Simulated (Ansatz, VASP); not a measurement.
## Cross-check of NaCdCuS2 between VASP and Ansatz

Wanted: the spread between two codes on one cell, functional and k mesh. The cell is invented: As first built, before any earlier steps moved the atoms (in the runner's words): it takes the NaLiCdS2 structure with some of its atoms replaced by other elements, volume scaled by an estimate. It may not be a known or stable phase. The cell is taken from a series of VASP runs on this material, whose earlier steps may have relaxed, scaled or displaced it; both programs get it as it stands. Valence electrons are named where the data sets of a main pair hold unlike numbers.

Calculated with Ansatz 0.2.0; plane waves, with VASP 6.6.1 beside it; band structure at BLYP with D3(BJ) and single point at BLYP with D3(BJ).

## Step 1: The starting structure

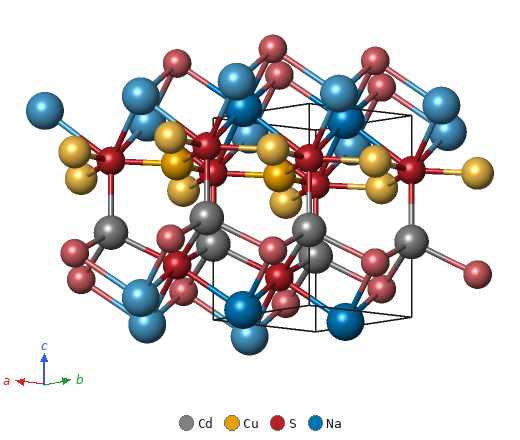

Start, viewed from a free direction; cadmium grey, copper orange, sulfur red, sodium blue. 2×1×1 cells are drawn. Some periodic images of atoms are drawn too.

## Step 2: Ansatz: band structure, BLYP with D3(BJ)

Ansatz runs on its default PAW (the set named soft_2) files.

The same path points are solved in both programs, so levels can be compared one by one.

File input.yaml:

```yaml
crystal:
  lattice:
    - [3.9446694718, 0.0, 0.0]
    - [-1.9723347359, 3.4161833978, 0.0]
    - [0.0, 0.0, 7.1372133519]
  atoms:
    - { symbol: Cd, position: [0.0, 0.0, 0.3735315838] }
    - { symbol: Cu, position: [0.66666667, 0.33333333, 0.7092428059] }
    - { symbol: S, position: [0.66666667, 0.33333333, 0.2075360212] }
    - { symbol: S, position: [0.0, 0.0, 0.7282440751] }
    - { symbol: Na, position: [0.33333333, 0.66666667, 0.9814465139] }
hamiltonian:
  xc: blyp
  pseudopotentials: { kind: paw }
  dispersion: d3bj
kpoints:
  mp_grid: { grid: [6, 6, 3] }
  band_path:
    path:
      - [0.0, 0.0, 0.0]
      - [0.13333, 0.0, 0.0]
      - [0.3, 0.0, 0.0]
      - [0.46667, 0.0, 0.0]
      - [0.46667, 0.06667, 0.0]
      - [0.41111, 0.17778, 0.0]
      - [0.35556, 0.28889, 0.0]
      - [0.28889, 0.28889, 0.0]
      - [0.17778, 0.17778, 0.0]
      - [0.06667, 0.06667, 0.0]
      - [0.0, 0.0, 0.03333]
      - [0.0, 0.0, 0.2]
      - [0.0, 0.0, 0.36667]
      - [0.0, 0.0, 0.5]
      - [0.16667, 0.0, 0.5]
      - [0.3, 0.0, 0.5]
      - [0.46667, 0.0, 0.5]
      - [0.46667, 0.06667, 0.5]
      - [0.41111, 0.17778, 0.5]
      - [0.35556, 0.28889, 0.5]
      - [0.28889, 0.28889, 0.5]
      - [0.17778, 0.17778, 0.5]
      - [0.06667, 0.06667, 0.5]
      - [0.5, 0.0, 0.46667]
      - [0.5, 0.0, 0.3]
      - [0.5, 0.0, 0.13333]
      - [0.33333, 0.33333, 0.0]
      - [0.33333, 0.33333, 0.16667]
      - [0.33333, 0.33333, 0.33333]
      - [0.33333, 0.33333, 0.5]
    npoints: 1
scf:
  occupations: { method: gaussian, width: 0.05 }
  n_extra_bands: 8
output:
  forces: true
  stress: true
  eigenvalues: true
  write_density: true
  write_potential: true
  elf: true
  volumetric_format: npy
```

Command:

```bash
$ ansatz run input.yaml --threads 2 --pin off --max-ram 4608MiB --backend cpu --events-out ev --progress --plain --runs-dir out
```

Numbers of over 12 decimals in the logs are rounded to 6 here.

Output:

```text
scf.n_extra_bands = 8 over 30 filled bands (N_el = 60.0): the run solves 38 bands
Engine: ansatz 0.2.0, aarch64-unknown-linux-gnu
Pseudopotentials: kind: paw
Pseudopotential: Cd, paw, valence charge 20, recommended cutoff 420 eV (normal), Cd.paw.azcp
Pseudopotential: Cu, paw, valence charge 19, recommended cutoff 420 eV (normal), Cu.paw.azcp
Pseudopotential: S, paw, valence charge 6, recommended cutoff 420 eV (normal), S.paw.azcp
Pseudopotential: Na, paw, valence charge 9, recommended cutoff 420 eV (normal), Na.paw.azcp
Functional definition: BLYP
  parameter beta = 0.0042
  parameter a = 0.04918
  parameter b = 0.132
  parameter c = 0.2533
  parameter d = 0.349
  exchange = b88_x(beta = beta)
  correlation = lyp_c(a = a, b = b, c = c, d = d)
Crystal: 5 atoms, lattice volume = 96.179 Å³
Basis set: ecut = 420 eV, 1907 PW (Γ), exchange–correlation on 54×54×96 points (8 copies of the dense FFT grid, shifted against one another)
Bands: 38, of which v1, the nominal top of the filled ones, is band 30 counted from 1 (29 counted from 0)
Symmetry: 6 space group operations
Space group: P3m1 (ITA 156), of the structure as read, at distance tolerance 4.6e-5 Å
k-points: 17 of 108 (time reversal used)
Non-local potential: Cd, projectors of the file, l = 0: 3, l = 1: 2, l = 2: 2, l = 3: 1
Non-local potential: Cu, projectors of the file, l = 0: 3, l = 1: 2, l = 2: 3, l = 3: 1
Non-local potential: S, projectors of the file, l = 0: 2, l = 1: 2, l = 2: 2
Non-local potential: Na, projectors of the file, l = 0: 3, l = 1: 2, l = 2: 1
PAW form: soft (Blöchl's): semilocal exchange-correlation on the pseudo side does not see the compensation charge
PAW frozen core: Cd, regenerated for the run's functional, and the local potential with it (the file was generated under x = pbe(κ = 0.804, μ = 0.219515), c = pbe(β = 0.066725))
PAW frozen core: Cu, regenerated for the run's functional, and the local potential with it (the file was generated under x = pbe(κ = 0.804, μ = 0.219515), c = pbe(β = 0.066725))
PAW frozen core: S, regenerated for the run's functional, and the local potential with it (the file was generated under x = pbe(κ = 0.804, μ = 0.219515), c = pbe(β = 0.066725))
PAW frozen core: Na, regenerated for the run's functional, and the local potential with it (the file was generated under x = pbe(κ = 0.804, μ = 0.219515), c = pbe(β = 0.066725))
PAW one-centre angular grid: Cd, 590 points (default); XC on 64 Gauss nodes
PAW one-centre angular grid: Cu, 590 points (default); XC on 64 Gauss nodes
PAW one-centre angular grid: S, 110 points (default); XC on 64 Gauss nodes
PAW one-centre angular grid: Na, 110 points (default); XC on 96 Gauss nodes
Initial density: superposition of atomic densities (neutral atoms: chi_scale 0, normalization atom), corrected by the library's trained network
Initial wavefunctions: pseudopotential atomic-orbital guess
Functional: x = b88, c = lyp
SCF iter   1: F=—  HF=-18214.095433 eV  |F-HF|=—  |Δ(HF+E_count)|=         —  Δρ=8.12e-3  dr2=9.50e-2  ethr=1.77e-3  ⟨swp⟩=6.4  Hψ=2617  notcnv=0  defer=6
preconditioner: auto → Resta (q_TF=auto, 2.522 Å⁻¹)  ε∞=4.3  [insulator: Δε(μ)=0.449 eV  Ē_g=13.434 eV  σ=0.050 eV  W_gap=1.00  n_scr=22 (ndim 8)  ℏωp=24.5 eV  f_vac=0.045  D(μ)=0.00/eV (n_scr^D=0)  ε∞_Penn≈4.3]
SCF iter   2: F=—  HF=-18214.074703 eV  |F-HF|=—  |Δ(HF+E_count)|=   2.07e-2  Δρ=4.75e-3  dr2=1.61e-2  ethr=1.58e-4  ⟨swp⟩=2.1  Hψ=1028  notcnv=0  defer=49
SCF iter   3: F=—  HF=-18214.073616 eV  |F-HF|=—  |Δ(HF+E_count)|=   1.09e-3  Δρ=4.67e-3  dr2=1.81e-2  ethr=2.68e-5  ⟨swp⟩=2.1  Hψ=1196  notcnv=0  defer=49
SCF iter   4: F=—  HF=-18214.069670 eV  |F-HF|=—  |Δ(HF+E_count)|=   3.95e-3  Δρ=9.35e-4  dr2=1.12e-3  ethr=2.68e-5  ⟨swp⟩=2.1  Hψ=837  notcnv=0  defer=49
SCF iter   5: F=—  HF=-18214.069547 eV  |F-HF|=—  |Δ(HF+E_count)|=   1.23e-4  Δρ=4.83e-4  dr2=1.55e-4  ethr=1.87e-6  ⟨swp⟩=2.0  Hψ=967  notcnv=0  defer=49
SCF iter   6: F=—  HF=-18214.069546 eV  |F-HF|=—  |Δ(HF+E_count)|=   5.38e-7  Δρ=1.04e-4  dr2=8.87e-6  ethr=2.59e-7  ⟨swp⟩=2.0  Hψ=843  notcnv=0  defer=49
SCF iter   7: F=—  HF=-18214.069529 eV  |F-HF|=—  |Δ(HF+E_count)|=   1.72e-5  Δρ=6.90e-5  dr2=2.99e-6  ethr=1.48e-8  ⟨swp⟩=2.0  Hψ=1073  notcnv=0  defer=49
SCF iter   8: F=—  HF=-18214.069530 eV  |F-HF|=—  |Δ(HF+E_count)|=   4.92e-7  Δρ=1.70e-5  dr2=2.81e-7  ethr=4.99e-9  ⟨swp⟩=2.1  Hψ=786  notcnv=0  defer=49
SCF iter   9: F=-18214.069530 eV  HF=-18214.069530 eV  |F-HF|=1.96e-8  |Δ(HF+E_count)|=   3.70e-9  Δρ=8.99e-6  dr2=5.94e-8  ethr=1.67e-10  ⟨swp⟩=13.1  Hψ=4395  notcnv=0
SCF 1 converged in 9 iterations: F = -18214.069530 eV  dr2 = 5.94e-8
  greatest PAW one-centre occupation: 1.000 electrons in one spin orbital (limit 2), on the Cd atom at site 0 (counted from 0), in its partial waves of l = 0
NSCF: frozen V_eff on 30 k-points
SCF converged after 9 iterations
Free energy (F): -18214.069530 eV
Harris-Foulkes:  -18214.069530 eV  (|F-HF|=1.96e-8)
Internal energy: -18214.069528 eV  (E = F + TS)
E sigma→0 (E₀):  -18214.069529 eV
Entropy (-TS):   -0.000002 eV (-0.000 meV/atom)
Fermi energy:    9.470723 eV
--- Per-component energies (eV) ---
  E_band       = -1133.885677
  E_kinetic    = 1146.643053
  E_local      = -10844.277091  (includes V_loc(G=0)·N_el)
  E_nonlocal   = 595.364405
  E_hartree    = 4786.921633
  E_xc         = -495.685754
  E_vxc        = -554.508189  (∫ρ·V_xc dr)
  E_paw        = -7260.692835  (= ΣΔE_a)
  E_vpaw       = -1050.974531  (= ΣTr[D̂ρ^β])
  E_aug_tail   = 0.000242  (compensation charges beyond the density's cutoff)
  E_ewald      = -6138.641299
  E_disp       = -3.820912  (pairwise vdW)
  E_core_change = 0.119029  (= ΣΔE_core)
  E_smearing   = -0.000002  (= −TS)
  E_closure    = 0.000000  (closes the sum)
  Σ components = -18214.069530   (vs F -18214.069530, Δ=0.00e0)
--- Forces (eV/Å), atoms counted from 1 ---
  atom   1  Cd    -0.00000000     0.00000000    -0.01309497
  atom   2  Cu     0.00000000     0.00000000     0.00205885
  atom   3  S      0.00000000     0.00000000     0.04893447
  atom   4  S      0.00000000    -0.00000000    -0.04001979
  atom   5  Na    -0.00000000    -0.00000000     0.00211063
  max |Σ_I F_I| component: 1.08e-5 eV/Å
--- Stress (GPa, compression-positive) ---
        0.049139      -0.000000       0.000000
        0.000000       0.049139       0.000000
        0.000000       0.000000       0.122925
  P = ⅓ Tr σ = 0.0737 GPa (0.737 kbar)
--- Band table (eV; the first three rows and the last of 17) ---
  k-point 0: bands = [... 26 lower, 7.5849, 7.5849, 9.3406, 9.3406, 9.5918, 11.1469, 14.1563, 14.8936, ... 4 higher]
  k-point 1: bands = [... 26 lower, 7.6014, 7.6014, 9.3252, 9.3252, 10.3870, 11.1218, 13.5460, 14.8522, ... 4 higher]
  k-point 2: bands = [... 26 lower, 7.3573, 7.4792, 8.3051, 8.8849, 10.5711, 12.0909, 13.8902, 14.4404, ... 4 higher]
  k-point 16: bands = [... 26 lower, 6.8998, 7.2538, 7.4499, 7.8660, 11.7510, 12.0113, 12.8885, 14.5885, ... 4 higher]
```

The job ended after 6.2 s (2 threads of Arm Neoverse V2, shared host; peak memory 0.4 GiB; 12 s of CPU time).

## Step 3: VASP: band structure, BLYP with D3(BJ)

The same cell, functional (in two slightly different forms), mesh and smearing now go to VASP, with its own data sets.

Lines of VASP's logs that name or quote its potential files are left out, and so is its time.

File INCAR:

```
SYSTEM = NaCdCuS2
PREC = Accurate
ENCUT = 400
EDIFF = 1E-06
NELM = 100
ISMEAR = 0
SIGMA = 0.05
LREAL = .FALSE.
ALGO = Normal
GGA = B5
ALDAX = 1
AGGAX = 1
AGGAC = 1
ALDAC = 0
IVDW = 12
VDW_S6 = 1
VDW_S8 = 2.6996
VDW_A1 = 0.4298
VDW_A2 = 4.2359
NBANDS = 36
LORBIT = 11
LWAVE = .FALSE.
LCHARG = .FALSE.
KPAR = 2
```

File POSCAR:

```
NaCdCuS2
1.0
    3.9446694718      0.0000000000      0.0000000000
   -1.9723347359      3.4161833978      0.0000000000
    0.0000000000      0.0000000000      7.1372133519
Cd Cu S Na
1 1 2 1
Direct
    0.0000000000      0.0000000000      0.3735315838
    0.6666666700      0.3333333300      0.7092428059
    0.6666666700      0.3333333300      0.2075360212
    0.0000000000      0.0000000000      0.7282440751
    0.3333333300      0.6666666700      0.9814465139
```

File KPOINTS:

```
Automatic mesh
0
Gamma
6 6 3
0 0 0
```

File KPOINTS_OPT:

```
Line mode
16
Line-mode
Reciprocal
  0.00000000   0.00000000   0.00000000 GAMMA
  0.50000000   0.00000000   0.00000000 M

  0.50000000   0.00000000   0.00000000 M
  0.33333333   0.33333333   0.00000000 K

  0.33333333   0.33333333   0.00000000 K
  0.00000000   0.00000000   0.00000000 GAMMA

  0.00000000   0.00000000   0.00000000 GAMMA
  0.00000000   0.00000000   0.50000000 A

  0.00000000   0.00000000   0.50000000 A
  0.50000000   0.00000000   0.50000000 L

  0.50000000   0.00000000   0.50000000 L
  0.33333333   0.33333333   0.50000000 H

  0.33333333   0.33333333   0.50000000 H
  0.00000000   0.00000000   0.50000000 A

  0.50000000   0.00000000   0.50000000 L
  0.50000000   0.00000000   0.00000000 M

  0.33333333   0.33333333   0.00000000 K
  0.33333333   0.33333333   0.50000000 H
```

The projector-augmented-wave data sets are Cd, Cu, S and Na_pv (PBE family, release 64).

Command:

```bash
$ mpirun -np 2 vasp_std
```

Output:

```text
[banner, memory and clock lines left out]
running    2 mpi-ranks, on    1 nodes
 distrk:  each k-point on    1 cores,    2 groups
 distr:  one band on    1 cores,    1 groups

 POSCAR found type information on POSCAR CdCuS Na
 POSCAR found :  4 types and       5 ions
|                                                                             |
|               ----> ADVICE to this user running VASP <----                  |
|                                                                             |
|     You enforced a specific xc type in the INCAR file but a different       |
|     [... a line on the potential file left out ...]
|     I HOPE YOU KNOW WHAT YOU ARE DOING!                                     |
|                                                                             |

 LDA part: xc-table for (Slater(with rela. corr.)+VWN5), standard interpolation
 POSCAR, INCAR and KPOINTS ok, starting setup
 FFT: planning ... GRIDC
 FFT: planning ... GRID_SOFT
 FFT: planning ... GRID
 WAVECAR not read
 entering main loop
       N       E                     dE             d eps       ncg     rms          rms(c)
DAV:   1     0.356666706701E+03    0.35667E+03   -0.16419E+04  1232   0.112E+03
DAV:   2     0.180694177528E+02   -0.33860E+03   -0.31579E+03  1248   0.319E+02
DAV:   3    -0.154523524878E+02   -0.33522E+02   -0.32608E+02  1504   0.107E+02
DAV:   4    -0.167390306364E+02   -0.12867E+01   -0.12800E+01  1488   0.206E+01
DAV:   5    -0.167851707904E+02   -0.46140E-01   -0.46117E-01  1676   0.397E+00    0.109E+01
DAV:   6    -0.153595545277E+02    0.14256E+01   -0.12596E+01  1932   0.471E+01    0.848E+00
DAV:   7    -0.147760196428E+02    0.58353E+00   -0.35719E+00  1728   0.413E+01    0.625E+00
DAV:   8    -0.147751121819E+02    0.90746E-03   -0.32598E-01  1664   0.310E+00    0.249E+00
DAV:   9    -0.147694614120E+02    0.56508E-02   -0.46864E-02  1724   0.317E+00    0.358E-01
DAV:  10    -0.147690463465E+02    0.41507E-03   -0.94545E-03  1920   0.172E+00    0.149E-01
DAV:  11    -0.147690941086E+02   -0.47762E-04   -0.10663E-03  1840   0.412E-01    0.895E-02
DAV:  12    -0.147691354433E+02   -0.41335E-04   -0.21278E-04  1864   0.227E-01    0.476E-02
DAV:  13    -0.147691499277E+02   -0.14484E-04   -0.76004E-05  1768   0.117E-01    0.147E-02
DAV:  14    -0.147691491163E+02    0.81145E-06   -0.18828E-05  1696   0.796E-02    0.554E-03
DAV:  15    -0.147691494032E+02   -0.28694E-06   -0.26861E-06  1260   0.119E-02
   1 F= -.18589664E+02 E0= -.18589664E+02  d E =-.331630E-06
 Start KPOINTS_OPT (optional k-point list driver)
k-point batch [1-17\144]
       N       E                     dE             ncg
DAV:   1     0.358294745983E+04   -0.67078E+04     1224
DAV:   2    -0.221603507728E+04   -0.57990E+04     1260
DAV:   3    -0.278657297471E+04   -0.57054E+03     1492
DAV:   4    -0.280864662737E+04   -0.22074E+02     1488
DAV:   5    -0.280935517918E+04   -0.70855E+00     1604
DAV:   6    -0.280938315706E+04   -0.27978E-01     1596
DAV:   7    -0.280938441011E+04   -0.12530E-02     1744
DAV:   8    -0.280938441539E+04   -0.52743E-05     1356
DAV:   9    -0.280938441554E+04   -0.15647E-06      996
[...]
k-point batch [137-144\144]
       N       E                     dE             ncg
DAV:   1     0.128033359663E+05   -0.86543E+04      584
DAV:   2     0.101402873038E+05   -0.26630E+04      612
DAV:   3     0.990244380636E+04   -0.23784E+03      692
DAV:   4     0.989420581108E+04   -0.82380E+01      688
DAV:   5     0.989392828020E+04   -0.27753E+00      732
DAV:   6     0.989391584786E+04   -0.12432E-01      784
DAV:   7     0.989391548969E+04   -0.35817E-03      784
DAV:   8     0.989391548784E+04   -0.18497E-05      624
DAV:   9     0.989391548775E+04   -0.92852E-07      424
```

OUTCAR, selected parts (step 3):

```text
ion  position               nearest neighbor table
   1  0.000  0.000  0.374-   4 2.53   3 2.57   3 2.57   3 2.57
   2  0.667  0.333  0.709-   4 2.28   4 2.28   4 2.28
   3  0.667  0.333  0.208-   1 2.57   1 2.57   1 2.57   5 2.79   5 2.79   5 2.79
   4  0.000  0.000  0.728-   2 2.28   2 2.28   2 2.28   1 2.53
   5  0.333  0.667  0.981-   3 2.79   3 2.79   3 2.79

  LATTYP: Found a hexagonal cell.
 ALAT       =     3.9446694718
 C/A-ratio  =     1.8093311500

 Subroutine GETGRP returns: Found  6 space group operations
 (whereof  6 operations were pure point group operations)

The static configuration has the point symmetry C_3v.

 Found     17 irreducible k-points:

   k-points           NKPTS =     17   k-points in BZ     NKDIM =     17   number of bands    NBANDS=     36

   dimension x,y,z NGX =    28 NGY =   28 NGZ =   48
   dimension x,y,z NGXF=    56 NGYF=   56 NGZF=   96

   ENCUT  =  400.0 eV  29.40 Ry    5.42 a.u.   6.43  6.43 11.64*2*pi/ulx,y,z

   NELECT =      42.0000    total number of electrons

 k-points in reciprocal lattice and weights: Automatic mesh
   0.00000000  0.00000000  0.00000000       0.009
   0.16666667  0.00000000  0.00000000       0.056
   0.33333333  0.00000000  0.00000000       0.056
   0.50000000  0.00000000  0.00000000       0.028
   0.16666667  0.16666667  0.00000000       0.056
   0.33333333  0.16666667  0.00000000       0.111
   0.33333333  0.33333333  0.00000000       0.019
   0.00000000  0.00000000  0.33333333       0.019
   0.16666667  0.00000000  0.33333333       0.056
[...]
-0.16666667  0.50000000  0.33333333       0.111
   0.33333333  0.33333333  0.33333333       0.037

 average (electrostatic) potential at core
       1 -37.9753       2 -66.4043       3 -87.0511       4 -87.5294       5 -45.5019

 E-fermi :   4.6802

 k-point     1 :       0.0000    0.0000    0.0000
  band No.  band energies     occupation
    ...
     17       2.3761      2.00000
     18       2.7896      2.00000
     19       2.7896      2.00000
     20       4.5363      1.99995
     21       4.5363      1.99995
     22       4.8162      0.00012
     23       6.3850      0.00000
     24       9.3794      0.00000
     25      10.1363      0.00000
     26      10.1363      0.00000
    ...

 k-point     2 :       0.1667    0.0000    0.0000
  band No.  band energies     occupation
    ...
     17       2.0994      2.00000
     18       2.5602      2.00000
     19       2.6742      2.00000
     20       3.5071      2.00000
     21       4.0822      2.00000
     22       5.7919      0.00000
     23       7.3253      0.00000
     24       9.1120      0.00000
     25       9.6701      0.00000
     26      10.1903      0.00000
    ...

 k-point     3 :       0.3333    0.0000    0.0000
  band No.  band energies     occupation
    ...
     17       2.0777      2.00000
     18       2.1903      2.00000
     19       2.5152      2.00000
     20       2.8974      2.00000
     21       3.3021      2.00000
     22       6.6052      0.00000
     23       7.4194      0.00000
     24       7.8941      0.00000
     25       9.4710      0.00000
     26      10.3242      0.00000
    ...

 Edisp (eV)   -3.82052

  Total       0.00651     0.00651    -0.00574     0.00000     0.00000     0.00000
  in kB       0.10837     0.10837    -0.09561     0.00000     0.00000     0.00000
  external pressure =        0.04 kB  Pullay stress =        0.00 kB

  energy-cutoff  :      400.00
  volume of cell :       96.18
      direct lattice vectors                 reciprocal lattice vectors
     3.944669472  0.000000000  0.000000000     0.253506664  0.146362166  0.000000000
    -1.972334736  3.416183398  0.000000000     0.000000000  0.292724331  0.000000000
     0.000000000  0.000000000  7.137213352     0.000000000  0.000000000  0.140110706

 POSITION                                       TOTAL-FORCE (eV/Angst)
 -----------------------------------------------------------------------------------
      0.00000      0.00000      2.66597         0.000000      0.000000     -0.006256
      1.97233      1.13873      5.06202         0.000000     -0.000000      0.000105
      1.97233      1.13873      1.48123        -0.000000      0.000000      0.003975
      0.00000      0.00000      5.19763         0.000000     -0.000000      0.004133
     -0.00000      2.27746      7.00479        -0.000000     -0.000000     -0.001957
 -----------------------------------------------------------------------------------
    total drift:                               -0.000008     -0.000008     -0.001151

  FREE ENERGIE OF THE ION-ELECTRON SYSTEM (eV)
  ---------------------------------------------------
  free  energy   TOTEN  =       -18.5896644114 eV

  energy  without entropy=      -18.5896640798  energy(sigma->0) =      -18.58966425

 total charge
# of ion       s       p       d       tot
------------------------------------------
    1        0.429   0.318   9.573  10.320
    2        0.401   0.329   9.308  10.037
    3        1.340   2.436   0.000   3.776
    4        1.321   2.429   0.000   3.750
    5        0.058   5.992   0.000   6.050
--------------------------------------------------
tot          3.549  11.503  18.881  33.933

[... 3 further parts left out ...]
```

This run has no spin polarisation, so a moment on Cu, if there is one, isn't seen. Spin-orbit coupling is off here; it would split degenerate levels. LASPH is off, so gradient terms of the non-spherical density inside the spheres are left out; for open d or f shells this can shift gaps and moments.

(Part 1 of 2 ends here.)

[Lines on the potential files, build, host, timing and source positions are cut from VASP's logs without a mark.]

[Logs are printed without paths, hosts, clocks, repeated set-up lines and the standing remarks that a program may print on its own settings, such as how far it seeks lower states.]

[Hosts, paths, dates, database ids (printed as entryN), source tags and the programs' standing remarks are cut or masked in the printed files.]
